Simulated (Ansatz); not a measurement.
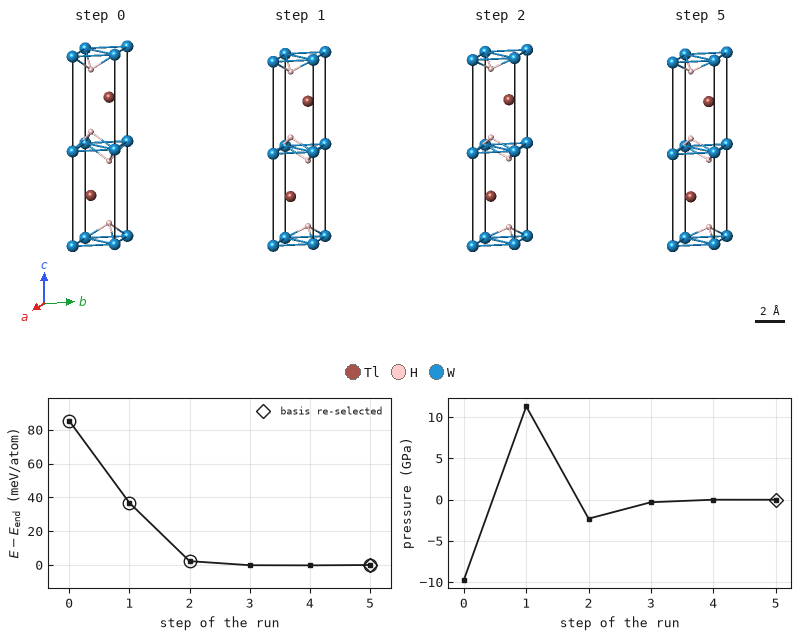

Frames of a relaxation of solid TlH2W (built on the MAX phase (211) type) (coarse preliminary run), marked on the history of the run. A ball-and-stick model of the cell of the calculation, seen slightly off an axis.

Case: MAX phase (211) type (P6_3/mmc, No. 194).

Computed with DFT r2SCAN, scalar-relativistic, plane waves, PAW (Ansatz). (plane-wave cutoff 500 eV; k-point mesh 6 × 6 × 2; occupations gaussian; smearing width 0.1 eV; no spin polarisation; cell and atoms relaxed; force threshold 0.04 eV/Å; at most 70 steps)

Describe the path.

Answer. The largest moves relative to the cell, 0.24 Å, are those of H atoms. Tl and W stay in place. The drawn cell changes as follows: a = b 3.025 → 2.986 Å (−1.3 %), c 13.541 → 13.116 Å (−3.1 %); the volume changes by −5.7 %. Some distances before and after: H–W 2.099 → 1.937 Å, W–W 3.025 → 2.986 Å, Tl–Tl 3.025 → 2.986 Å. Among the angles between lasting bonds that change: W–H–W 92.2° → 100.8°. The space group stays P6_3/mmc (No. 194). Over 4 accepted moves (5 points after the start) the energy falls by 85.3 meV per atom. The largest force component goes from 1 to under 0.0001 eV/Å. The pressure goes from −9.71 to −0.01 GPa. At 1 point the geometry stayed and the basis and grid were re-selected for the new cell (energy shift of 0.2 meV per atom at most each time). From step 0 to 1: H atoms move most (0.19 Å), volume −12.1 %, energy −48.5 meV per atom. From step 1 to 2: H atoms move most (0.08 Å), volume +10.3 %, energy −34.5 meV per atom. From step 2 to 5: H atoms move most (0.02 Å), volume −2.7 %, energy −2.3 meV per atom.
